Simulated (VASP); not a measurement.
Band structure of SnTe (relaxed from the WC structure, space group P-6m2). Computed with r2SCAN meta-GGA, VASP's PBE PAW potentials (set 64) (plane waves; VASP).

Unless said otherwise, spin-orbit coupling is left out, though it shifts the bands of the heavy elements here.

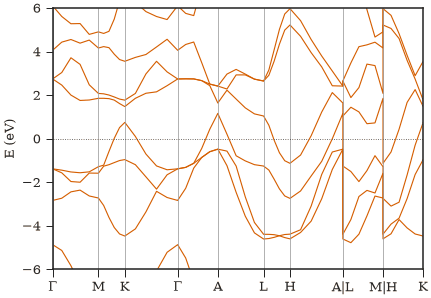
Bands along high-symmetry lines, zero at the valence-band maximum or, without a gap, the Fermi level

Question: Read the plot: is there a gap, and where are the band edges?

Answer: It has no gap at this level: it comes out as a metal or semimetal.

The structure was generated: SnTe was put into the WC type (P-6m2), which need not be its known phase. It was relaxed first, which changed the volume by +6 %.
